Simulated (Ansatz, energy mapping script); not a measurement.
# Spin model of MnS from collinear orders

How strongly do the moments of MnS couple under PBE+U (7 eV)? The plan is to run several orders and fit a Heisenberg model.

Main program and level: Ansatz 0.2.0; PBE with U = 7 eV on Mn d, ortho-atomic projectors; plane waves, U on orthogonalised atomic orbitals unless named otherwise, collinear spin, no spin–orbit coupling.

The experiments to compare with:

“Single-Crystal and Powder Neutron Diffraction Study of FeXMn1-XS Solid Solutions” (2011, arxiv:1108.4537) reports for MnS, rock salt, by neutron diffraction (x = 0): ordering temperature (Neel temperature) 150 K.

The database entry behind the starting cell differs from later determinations by our own check (an axis about 0.2 % short against later determinations), so it need not match the best structure at ambient conditions.

**1. The structure**

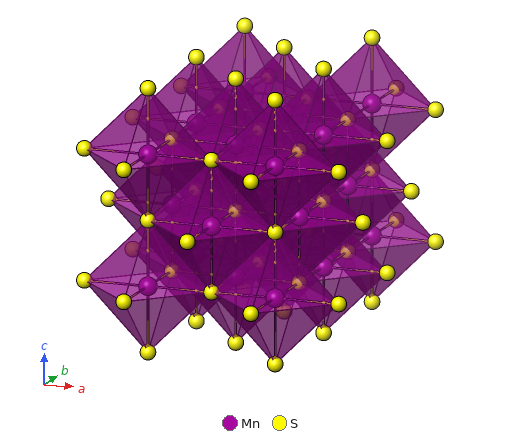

Start, viewed slightly off an axis; manganese purple, sulfur yellow. 1×2×1 cells are drawn. This picture shows the conventional cell, with its axes. Some periodic images of atoms are drawn too.

Structure file:

```cif
data_structure
_symmetry_space_group_name_H-M 'P 1'
_symmetry_Int_Tables_number 1
_cell_length_a 3.6833
_cell_length_b 3.6833
_cell_length_c 3.6833
_cell_angle_alpha 60.000
_cell_angle_beta 60.000
_cell_angle_gamma 60.000
_cell_volume 35.33
loop_
_atom_site_label
_atom_site_type_symbol
_atom_site_fract_x
_atom_site_fract_y
_atom_site_fract_z
_atom_site_occupancy
Mn1 Mn 0.00000 0.00000 0.00000 1
S2 S 0.50000 0.50000 0.50000 1
```

A Hubbard U penalises fractional filling of the shell. It raises the cost of virtual hops to the neighbours, so couplings that rest on such hops usually weaken.

**2. One set of occupation matrices for all orders**

A corrected shell can settle in several orbital fillings. One parallel run, with an occupation width a fifth wider than the orders use, therefore is to supply the occupation matrices. All orders start from them.

Input file input.yaml:

```yaml
crystal:
  lattice:
    - [0.0, 2.6045, 2.6045]
    - [2.6045, 0.0, 2.6045]
    - [2.6045, 2.6045, 0.0]
  atoms:
    - { symbol: Mn, position: [0.0, 0.0, 0.0], spin: 4.5 }
    - { symbol: S, position: [0.5, 0.5, 0.5] }
magnetization:
  spin_polarized: true
kpoints:
  mp_grid: { grid: [9, 9, 9] }
hamiltonian:
  xc: pbe
  hubbard:
    sites: [{ species: Mn, l: d, u_eff: 7.0 }]
    projectors: ortho-atomic
scf:
  occupations: { method: fermi_dirac, width: 0.06 }
output:
  eigenvalues: true
```

Started as:

```bash
ansatz run input.yaml --threads 4 --pin off --max-ram 8192MiB --backend cpu --events-out ev --progress --plain --runs-dir out
```

Numbers of over 12 decimals in the logs are rounded to 6 here.

What it wrote:

```text
Engine: ansatz 0.2.0, aarch64-unknown-linux-gnu
Pseudopotentials: kind: paw
Pseudopotential: Mn, paw, valence charge 15, recommended cutoff 420 eV (normal), Mn.paw.azcp
Pseudopotential: S, paw, valence charge 6, recommended cutoff 420 eV (normal), S.paw.azcp
Functional definition: PBE
  parameter kappa = 0.804
  parameter beta = 0.066725
  exchange = pbe_x(kappa = kappa, mu = beta*pi^2/3)
  correlation = pbe_c(beta = beta)
Crystal: 2 atoms, lattice volume = 35.335 Å³
Basis set: ecut = 420 eV, 701 PW (Γ)
Bands: 17, of which v1, the nominal top of the filled ones, is band 11 counted from 1 (10 counted from 0)
Symmetry: 48 space group operations
Space group: Fm-3m (ITA 225), of the structure as read, at distance tolerance 3.3e-5 Å
Magnetic group: BNS 225.116 (UNI 1618), of the structure as read, at distance tolerance 3.3e-5 Å
k-points: 35 of 729
Non-local potential: Mn, projectors of the file, l = 0: 3, l = 1: 2, l = 2: 3, l = 3: 1
Non-local potential: S, projectors of the file, l = 0: 2, l = 1: 2, l = 2: 2
PAW form: soft (Blöchl's): semilocal exchange-correlation on the pseudo side does not see the compensation charge
PAW one-centre angular grid: Mn, 590 points (default); XC on 64 Gauss nodes
PAW one-centre angular grid: S, 110 points (default); XC on 64 Gauss nodes
Initial density: superposition of atomic densities (chi_scale 0.1, normalization cell, long waves kept (reshape's long-wave potential 0.00 eV rms))
Starting moments: Σ|m| = 4.5 μB on 1 of 2 sites
Initial wavefunctions: pseudopotential atomic-orbital guess
Functional: x = pbe(κ = 0.804, μ = 0.219515), c = pbe(β = 0.066725)
SCF iter   1: F=—  HF=-4800.463228 eV  |F-HF|=—  |Δ(HF+E_count)|=         —  Δρ=6.28e-2 (↑6.28e-2 ↓2.32e-2)  dr2=1.14e0  dr2_m=3.52e-1  M=5.000 μB ∫|m|=5.000 μB  β_m=1.00  ethr=3.10e-3  ⟨swp⟩=4.5  Hψ=5623  notcnv=0
preconditioner: auto → none  [insulator: Δε(μ)=1.447 eV  Ē_g=11.637 eV  σ=0.060 eV  W_gap=1.00  n_scr=14 (ndim 8)  ℏωp=22.5 eV  f_vac=0.000  D(μ)=0.00/eV (n_scr^D=0)  ε∞_Penn≈4.7]
SCF iter   2: F=—  HF=-4800.351944 eV  |F-HF|=—  |Δ(HF+E_count)|=   1.11e-1  Δρ=1.22e-2 (↑1.06e-2 ↓1.22e-2)  dr2=1.32e-1  dr2_m=3.53e-3  M=5.000 μB ∫|m|=5.000 μB  β_m=1.00  ethr=3.10e-3  ⟨swp⟩=2.6  Hψ=2742  notcnv=0  defer=97
SCF iter   3: F=—  HF=-4800.531416 eV  |F-HF|=—  |Δ(HF+E_count)|=   1.79e-1  Δρ=5.21e-3 (↑5.09e-3 ↓5.21e-3)  dr2=2.21e-2  dr2_m=7.48e-4  M=5.000 μB ∫|m|=5.000 μB  β_m=1.00  ethr=6.28e-4  ⟨swp⟩=2.6  Hψ=2084  notcnv=0  defer=97
SCF iter   4: F=—  HF=-4800.614226 eV  |F-HF|=—  |Δ(HF+E_count)|=   8.28e-2  Δρ=2.25e-3 (↑2.25e-3 ↓1.90e-3)  dr2=2.69e-3  dr2_m=8.01e-5  M=5.000 μB ∫|m|=5.000 μB  β_m=1.00  ethr=1.05e-4  ⟨swp⟩=2.3  Hψ=1871  notcnv=0  defer=97
SCF iter   5: F=—  HF=-4800.650103 eV  |F-HF|=—  |Δ(HF+E_count)|=   3.59e-2  Δρ=2.91e-4 (↑2.91e-4 ↓2.22e-4)  dr2=1.99e-5  dr2_m=1.32e-5  M=5.000 μB ∫|m|=5.000 μB  β_m=0.30  ethr=1.28e-5  ⟨swp⟩=2.6  Hψ=1983  notcnv=0  defer=97
Mixer restart at iter 5: flushing history
spin-set hold released at iteration 5 (site moments contracting): the magnetisation degrees of freedom join the quasi-Newton model from the next iteration; the mixer history was flushed
SCF iter   6: F=—  HF=-4800.666644 eV  |F-HF|=—  |Δ(HF+E_count)|=   1.65e-2  Δρ=1.95e-4 (↑1.95e-4 ↓1.77e-4)  dr2=5.31e-6  dr2_m=8.32e-6  M=5.000 μB ∫|m|=5.000 μB  β_m=0.65  ethr=9.50e-8  ⟨swp⟩=2.0  Hψ=1913  notcnv=0  defer=97
SCF iter   7: F=—  HF=-4800.682732 eV  |F-HF|=—  |Δ(HF+E_count)|=   1.61e-2  Δρ=7.37e-5 (↑7.37e-5 ↓5.74e-5)  dr2=3.23e-6  dr2_m=8.35e-7  M=5.000 μB ∫|m|=5.000 μB  β_m=0.66  ethr=2.53e-8  ⟨swp⟩=3.0  Hψ=2055  notcnv=0  defer=97
SCF iter   8: F=—  HF=-4800.682732 eV  |F-HF|=—  |Δ(HF+E_count)|=   2.60e-7  Δρ=5.05e-5 (↑5.05e-5 ↓2.66e-5)  dr2=1.38e-6  dr2_m=2.26e-7  M=5.000 μB ∫|m|=5.000 μB  β_m=0.58  ethr=1.54e-8  ⟨swp⟩=2.7  Hψ=1853  notcnv=0  defer=97
SCF iter   9: F=-4800.682732 eV  HF=-4800.682732 eV  |F-HF|=3.44e-8  |Δ(HF+E_count)|=   4.49e-7  Δρ=1.21e-5 (↑1.15e-5 ↓1.21e-5)  dr2=2.30e-8  dr2_m=3.89e-8  M=5.000 μB ∫|m|=5.000 μB  ethr=4.76e-10  ⟨swp⟩=4.5  Hψ=4891  notcnv=0
SCF 1 converged in 9 iterations: F = -4800.682732 eV  dr2 = 2.30e-8
[...]
SCF converged after 9 iterations
Magnetization: 5.0000 μB (13.0000 up, 8.0000 down)
Absolute magnetization: 5.0000 μB (∫|ρ↑−ρ↓|, with the PAW one-centre terms)
Spin contamination: 0.0127 ħ² per cell (⟨S²⟩ above its minimum at these occupations)
Per-site moments (μB) at R_I (Å): [(4.572423, 1.074356), (0.053671, 1.074356)]
Free energy (F): -4800.682732 eV
Harris-Foulkes:  -4800.682732 eV  (|F-HF|=3.44e-8)
Internal energy: -4800.682730 eV  (E = F + TS)
E sigma→0 (E₀):  -4800.682731 eV
Entropy (-TS):   -0.000002 eV (-0.001 meV/atom)
Fermi energy:    10.642580 eV
--- Per-component energies (eV) ---
  E_band       = -319.158101
  E_kinetic    = 404.945613
  E_local      = -2448.852177  (includes V_loc(G=0)·N_el)
  E_nonlocal   = 281.939342
  E_hartree    = 1001.274063
  E_xc         = -208.381583
  E_vxc        = -229.667343  (∫ρ·V_xc dr)
  E_hubbard    = 0.766430  (on-site DFT+U / exact-exchange correction)
  E_vhub       = -16.671138  (the Hubbard potential's part of the band-sum identity)
  E_paw        = -1907.260236  (= ΣΔE_a)
  E_vpaw       = -313.394374  (= ΣTr[D̂ρ^β])
  E_aug_tail   = -0.000008  (compensation charges beyond the density's cutoff)
  E_ewald      = -1925.114175
  E_smearing   = -0.000002  (= −TS)
  E_closure    = 0.000000  (closes the sum)
  Σ components = -4800.682732   (vs F -4800.682732, Δ=0.00e0)
--- Band table (eV; the first three rows and the last of 70) ---
  k-point 0 ↑: bands = [... 7 lower, 2.8927, 2.9989, 2.9989, 8.8157, 8.8157, 8.8157, 12.0928, 18.8293, ... 2 higher]
  k-point 1 ↑: bands = [... 7 lower, 2.8845, 2.9765, 2.9765, 7.9915, 8.9499, 8.9499, 12.9057, 17.8932, ... 2 higher]
  k-point 2 ↑: bands = [... 7 lower, 2.7100, 3.0886, 3.0886, 6.6669, 9.2910, 9.2910, 13.8635, 17.2283, ... 2 higher]
  k-point 34 ↓: bands = [... 7 lower, 6.8088, 13.4324, 13.9738, 14.3118, 14.5071, 14.9557, 16.4886, 17.7521, ... 2 higher]
Occupation matrices written to <dir>
```

Elapsed: 1.2 s, on 4 threads of Arm Neoverse V1, shared host; peak memory 0.31 GiB.

The column dr2 measures how far the density is from self-consistency, as an energy; F and HF (Harris–Foulkes) agree once it is small.

This step gave:

```
final state                       : ferromagnetic
electrons in the corrected shells : 5.201 e
largest moment                    : 4.572 μB
```

**3. Parallel start in cell A (4 atoms)**

Each cell gets its own parallel run on the same mesh, so that most of the mesh error cancels in the differences.

Input file input.yaml:

```yaml
crystal:
  lattice:
    - [0.0, -2.6045, -2.6045]
    - [-2.6045, 0.0, -2.6045]
    - [2.6045, 2.6045, -5.209]
  atoms:
    - { symbol: Mn, position: [0.5, 0.5, 0.5], spin: 4.5 }
    - { symbol: Mn, position: [0.0, 0.0, 0.0], spin: 4.5 }
    - { symbol: S, position: [0.75, 0.75, 0.75] }
    - { symbol: S, position: [0.25, 0.25, 0.25] }
magnetization:
  spin_polarized: true
kpoints:
  mp_grid: { grid: [9, 9, 9] }
hamiltonian:
  xc: pbe
  hubbard:
    sites:
      - { species: Mn, l: d, u_eff: 7.0 }
      - { site: 0, l: d, u_eff: 7.0, starting_ns: [{ spin: up, occupation_matrix: mn1_major }, { spin: down, occupation_matrix: mn1_minor }] }
      - { site: 1, l: d, u_eff: 7.0, starting_ns: [{ spin: up, occupation_matrix: mn1_major }, { spin: down, occupation_matrix: mn1_minor }] }
    projectors: ortho-atomic
    occupation_matrices:
      mn1_major:
        matrix:
          - [0.994, 0.0, 0.0, 0.0, 0.0]
          - [0.0, 0.999, 0.0, 0.0, 0.0]
          - [0.0, 0.0, 0.999, 0.0, 0.0]
          - [0.0, 0.0, 0.0, 0.994, 0.0]
          - [0.0, 0.0, 0.0, 0.0, 0.999]
      mn1_minor:
        matrix:
          - [0.082, 0.0, 0.0, 0.0, 0.0]
          - [0.0, 0.018, 0.0, 0.0, 0.0]
          - [0.0, 0.0, 0.018, 0.0, 0.0]
          - [0.0, 0.0, 0.0, 0.082, 0.0]
          - [0.0, 0.0, 0.0, 0.0, 0.018]
scf:
  occupations: { method: fermi_dirac, width: 0.05 }
output:
  eigenvalues: true
```

What it wrote:

```text
[...]
Crystal: 4 atoms, lattice volume = 70.670 Å³
Basis set: ecut = 420 eV, 1401 PW (Γ)
Bands: 31, of which v1, the nominal top of the filled ones, is band 21 counted from 1 (20 counted from 0)
Symmetry: 24 space group operations
[...]
k-points: 85 of 729
[...]
Starting moments: Σ|m| = 9 μB on 2 of 4 sites
[...]
SCF iter   1: F=—  HF=-9601.059218 eV  |F-HF|=—  |Δ(HF+E_count)|=         —  Δρ=6.27e-2 (↑6.27e-2 ↓2.33e-2)  dr2=2.34e0  dr2_m=6.86e-1  M=10.000 μB ∫|m|=10.000 μB  β_m=1.00  ethr=3.10e-3  ⟨swp⟩=4.9  Hψ=19758  notcnv=0
[...]
spin=Collinear: Resta preconditioning applied to the charge; magnetization (m = ρ↑ − ρ↓) channel mixes plain (no charge-response kernel on spin).
SCF iter   2: F=—  HF=-9600.887352 eV  |F-HF|=—  |Δ(HF+E_count)|=   1.72e-1  Δρ=1.93e-2 (↑1.93e-2 ↓1.47e-2)  dr2=6.07e-1  dr2_m=1.21e-2  M=10.000 μB ∫|m|=10.000 μB  β_m=1.00  ethr=3.10e-3  ⟨swp⟩=2.5  Hψ=10118  notcnv=0  defer=332
[...]
SCF iter  11: F=-9601.365609 eV  HF=-9601.365609 eV  |F-HF|=1.26e-7  |Δ(HF+E_count)|=   3.28e-7  Δρ=8.84e-6 (↑8.84e-6 ↓6.39e-6)  dr2=7.65e-8  dr2_m=1.85e-8  M=10.000 μB ∫|m|=10.000 μB  ethr=2.38e-10  ⟨swp⟩=7.3  Hψ=17939  notcnv=0
SCF 1 converged in 11 iterations: F = -9601.365609 eV  dr2 = 7.65e-8
[...]
SCF converged after 11 iterations
Magnetization: 10.0000 μB (26.0000 up, 16.0000 down)
Absolute magnetization: 10.0000 μB (∫|ρ↑−ρ↓|, with the PAW one-centre terms)
[...]
Per-site moments (μB) at R_I (Å): [(4.572418, 1.074356), (4.572418, 1.074356), (0.053609, 1.074356), (0.053609, 1.074356)]
Free energy (F): -9601.365609 eV
[...]
Internal energy: -9601.365609 eV  (E = F + TS)
E sigma→0 (E₀):  -9601.365609 eV
Entropy (-TS):   -0.000000 eV (-0.000 meV/atom)
Fermi energy:    10.631651 eV
[...]
--- Specified on-site occupations, and those of the state reported ---
  electrons in the specified blocks: 10.4060 specified, 10.4023 found
  site 1 (l=d) ↑: largest change of an orbital's occupation 0.0005; electrons 4.9850 specified, 4.9838 found; spectral distance 0.0009
[...]
site 0 (l=d) ↓: largest change of an orbital's occupation 0.0003; electrons 0.2180 specified, 0.2173 found; spectral distance 0.0005
[...]
--- Band table (eV; the first three rows and the last of 170) ---
  k-point 0 ↑: bands = [... 17 lower, 2.9990, 3.3541, 3.3541, 5.1695, 8.8157, 8.8157, 8.8157, 10.0261, ... 6 higher]
  k-point 1 ↑: bands = [... 17 lower, 2.9846, 3.3399, 3.3399, 5.2220, 8.5671, 8.8503, 8.8503, 9.9842, ... 6 higher]
  k-point 2 ↑: bands = [... 17 lower, 2.9765, 3.2992, 3.2992, 5.3860, 7.9915, 8.9498, 8.9498, 9.8671, ... 6 higher]
  k-point 84 ↓: bands = [... 17 lower, 13.5411, 14.1087, 14.1465, 14.5068, 14.5868, 14.6269, 14.6768, 14.8655, ... 6 higher]
Occupation matrices written to <dir>
```

Elapsed: 6.8 s, on 4 threads; peak memory 0.58 GiB.

Spin moment in the sphere by atom:

| atom | spin moment in the sphere (μB) |
| --- | --- |
| Mn1 | 4.57 |
| Mn2 | 4.57 |
| S3 | 0.05 |
| S4 | 0.05 |

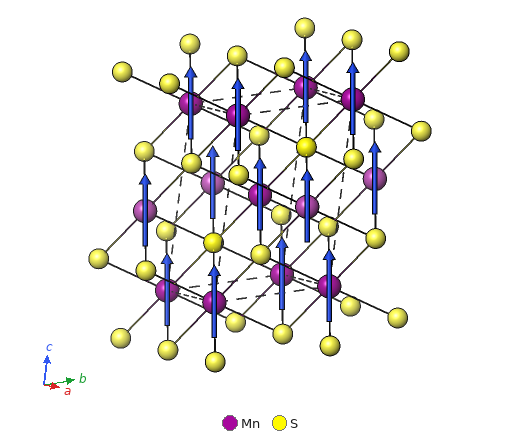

Spin moment in the sphere as arrows, the longest 4.57 μB. Up and down stand for the sign. Arrows give size and sign along the axis of quantisation, drawn up and down the page. Some periodic images of atoms are drawn too.

The run ends ferromagnetic.

**4. Order 2: compensated +−, cell A of 4 atoms**

This order reverses 6 of the 12 neighbours at 3.68 Å, 6 of the 6 neighbours at 5.21 Å and 12 of the 24 neighbours at 6.38 Å, counted for an average magnetic atom.

input.yaml: that of step 3 with these lines changed.

```diff
@@ -7,3 +7,3 @@
     - { symbol: Mn, position: [0.5, 0.5, 0.5], spin: 4.5 }
-    - { symbol: Mn, position: [0.0, 0.0, 0.0], spin: 4.5 }
+    - { symbol: Mn, position: [0.0, 0.0, 0.0], spin: -4.5 }
     - { symbol: S, position: [0.75, 0.75, 0.75] }
@@ -20,3 +20,3 @@
       - { site: 0, l: d, u_eff: 7.0, starting_ns: [{ spin: up, occupation_matrix: mn1_major }, { spin: down, occupation_matrix: mn1_minor }] }
-      - { site: 1, l: d, u_eff: 7.0, starting_ns: [{ spin: up, occupation_matrix: mn1_major }, { spin: down, occupation_matrix: mn1_minor }] }
+      - { site: 1, l: d, u_eff: 7.0, starting_ns: [{ spin: up, occupation_matrix: mn1_minor }, { spin: down, occupation_matrix: mn1_major }] }
     projectors: ortho-atomic
```

What it wrote:

```text
[...]
Crystal: 4 atoms, lattice volume = 70.670 Å³
Basis set: ecut = 420 eV, 1401 PW (Γ)
Bands: 31, of which v1, the nominal top of the filled ones, is band 21 counted from 1 (20 counted from 0)
Symmetry: 12 space group operations
[...]
k-points: 85 of 729
[...]
Starting moments: Σ|m| = 9 μB on 2 of 4 sites
Starting magnetic order: antiferromagnet; a translation exchanges its spin sublattices: spin-degenerate at every k-point
[...]
the translation (0.5, 0.5, 0.5) carries every atom to within crystal.symmetry.tolerance of an atom of its element with the starting moment reversed, but both spin channels are solved: the dense FFT box has an odd point count along it
SCF iter   1: F=—  HF=-9601.145160 eV  |F-HF|=—  |Δ(HF+E_count)|=         —  Δρ=4.68e-2 (↑4.68e-2 ↓4.68e-2)  dr2=2.48e0  dr2_m=6.13e-1  M=0.000 μB ∫|m|=9.537 μB  β_m=1.00  ethr=3.10e-3  ⟨swp⟩=4.3  Hψ=19743  notcnv=0
[...]
SCF iter  12: F=-9601.400247 eV  HF=-9601.400247 eV  |F-HF|=1.23e-8  |Δ(HF+E_count)|=   1.32e-7  Δρ=2.41e-6 (↑2.41e-6 ↓2.41e-6)  dr2=1.25e-8  dr2_m=2.25e-10  M=0.000 μB ∫|m|=9.700 μB  ethr=2.38e-10  ⟨swp⟩=7.8  Hψ=18845  notcnv=0
SCF 1 converged in 12 iterations: F = -9601.400247 eV  dr2 = 1.25e-8
[...]
SCF converged after 12 iterations
Magnetization: 0.0000 μB (21.0000 up, 21.0000 down)
Absolute magnetization: 9.7021 μB (∫|ρ↑−ρ↓|, with the PAW one-centre terms)
[...]
Per-site moments (μB) at R_I (Å): [(4.522082, 1.074356), (-4.522078, 1.074356), (3.558821899453163e-7, 1.074356), (3.558821894269709e-7, 1.074356)]
Free energy (F): -9601.400247 eV
[...]
Internal energy: -9601.400247 eV  (E = F + TS)
E sigma→0 (E₀):  -9601.400247 eV
Fermi energy:    10.658476 eV
[...]
--- Specified on-site occupations, and those of the state reported ---
  electrons in the specified blocks: 10.4060 specified, 10.4421 found
[...]
--- Band table (eV; the first three rows and the last of 170) ---
  k-point 0 ↑: bands = [... 17 lower, 8.7750, 8.8645, 8.8645, 8.8658, 12.6117, 13.4624, 14.0725, 14.0725, ... 6 higher]
  k-point 1 ↑: bands = [... 17 lower, 8.6133, 8.6248, 9.0327, 9.0327, 12.8414, 13.4569, 14.0512, 14.0512, ... 6 higher]
  k-point 2 ↑: bands = [... 17 lower, 8.4427, 8.4427, 9.2199, 9.2199, 13.3067, 13.4971, 13.9864, 13.9864, ... 6 higher]
  k-point 84 ↓: bands = [... 17 lower, 6.1051, 6.4642, 7.9310, 8.3254, 12.9567, 13.9253, 14.4073, 14.4960, ... 6 higher]
Occupation matrices written to <dir>
```

It took 6.8 s on 4 threads; peak memory 0.6 GiB; 26 s of CPU time.

Spin moment in the sphere by atom:

| atom | spin moment in the sphere (μB) |
| --- | --- |
| Mn1 | 4.52 |
| Mn2 | -4.52 |
| S3 | 0.00 |
| S4 | 0.00 |

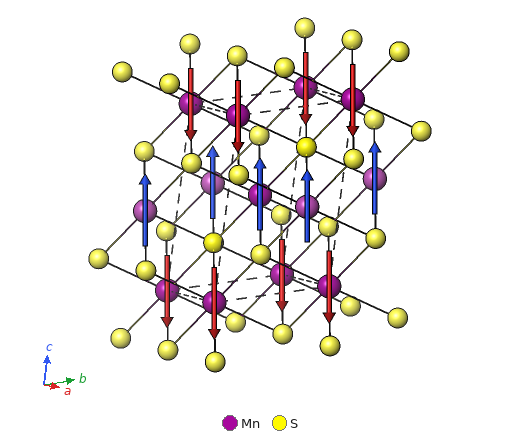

Spin moment in the sphere as arrows, the longest 4.52 μB. Up and down stand for the sign. Arrows give size and sign along the axis of quantisation, drawn up and down the page. The two directions have two colours. Some periodic images of atoms are drawn too.

The run ends antiferromagnetic, 17.32 meV a magnetic atom below the parallel order of its cell.

**5. Run 3 (parallel; cell B, 4 atoms)**

A new cell needs its own zero of energy.

This run holds the same structure in another cell (c 6.380 → 5.209 Å, α 73.2 → 90.0°, β 73.2 → 90.0°, γ 60.0 → 90.0°).

Input file input.yaml:

```yaml
crystal:
  lattice:
    - [0.0, -2.6045, -2.6045]
    - [0.0, 2.6045, -2.6045]
    - [5.209, 0.0, 0.0]
  atoms:
    - { symbol: Mn, position: [0.5, 0.5, 0.5], spin: 4.5 }
    - { symbol: Mn, position: [0.0, 0.0, 0.0], spin: 4.5 }
    - { symbol: S, position: [0.5, 0.5, 0.0] }
    - { symbol: S, position: [0.0, 0.0, 0.5] }
magnetization:
  spin_polarized: true
kpoints:
  mp_grid: { grid: [8, 8, 6] }
hamiltonian:
  xc: pbe
  hubbard:
    sites:
      - { species: Mn, l: d, u_eff: 7.0 }
      - { site: 0, l: d, u_eff: 7.0, starting_ns: [{ spin: up, occupation_matrix: mn1_major }, { spin: down, occupation_matrix: mn1_minor }] }
      - { site: 1, l: d, u_eff: 7.0, starting_ns: [{ spin: up, occupation_matrix: mn1_major }, { spin: down, occupation_matrix: mn1_minor }] }
    projectors: ortho-atomic
    occupation_matrices:
      mn1_major:
        matrix:
          - [0.994, 0.0, 0.0, 0.0, 0.0]
          - [0.0, 0.999, 0.0, 0.0, 0.0]
          - [0.0, 0.0, 0.999, 0.0, 0.0]
          - [0.0, 0.0, 0.0, 0.994, 0.0]
          - [0.0, 0.0, 0.0, 0.0, 0.999]
      mn1_minor:
        matrix:
          - [0.082, 0.0, 0.0, 0.0, 0.0]
          - [0.0, 0.018, 0.0, 0.0, 0.0]
          - [0.0, 0.0, 0.018, 0.0, 0.0]
          - [0.0, 0.0, 0.0, 0.082, 0.0]
          - [0.0, 0.0, 0.0, 0.0, 0.018]
scf:
  occupations: { method: fermi_dirac, width: 0.05 }
output:
  eigenvalues: true
```

What it wrote:

```text
[...]
Crystal: 4 atoms, lattice volume = 70.670 Å³
Basis set: ecut = 420 eV, 1393 PW (Γ)
Bands: 31, of which v1, the nominal top of the filled ones, is band 21 counted from 1 (20 counted from 0)
Symmetry: 32 space group operations
[...]
k-points: 60 of 384
[...]
Starting moments: Σ|m| = 9 μB on 2 of 4 sites
[...]
k-point 0 ↑: bands = [... 17 lower, 3.4672, 3.4672, 4.5800, 4.5850, 7.1196, 7.1196, 8.8157, 8.8157, ... 6 higher]
  k-point 1 ↑: bands = [... 17 lower, 3.4050, 3.4050, 3.5096, 5.7510, 7.2678, 7.2678, 8.4649, 8.7361, ... 6 higher]
  k-point 2 ↑: bands = [... 17 lower, 3.1635, 3.2599, 3.2599, 6.7176, 7.6436, 7.6436, 7.8964, 8.4916, ... 6 higher]
  k-point 59 ↓: bands = [... 17 lower, 13.3803, 14.2077, 14.2077, 14.2077, 14.2077, 14.3283, 14.3283, 14.9646, ... 6 higher]
Occupation matrices written to <dir>
[key lines of the parts left out:]
SCF converged after 11 iterations
Magnetization: 10.0000 μB (26.0000 up, 16.0000 down)
Free energy (F): -9601.365434 eV
Fermi energy:    10.571288 eV
```

Elapsed: 4.8 s, on 4 threads; peak memory 0.51 GiB.

The run ends ferromagnetic. For each magnetic atom its energy differs from the parallel run of the first cell by 0.09 meV, an error that one common reference would have brought in.

(Continued in part 2 of 2.)

[Logs and program files are shortened in this print: banners, set-up blocks, solver, clock and traceback lines can be left out without a mark of their own.]

[Logs are printed without paths, hosts, clocks, repeated set-up lines and the standing remarks that a program may print on its own settings, such as how far it seeks lower states.]

[Hosts, paths, dates, database ids (printed as entryN), source tags and the programs' standing remarks are cut or masked in the printed files.]

[Where a cell is said to come from a database of computed structures, the database is the Materials Project.]
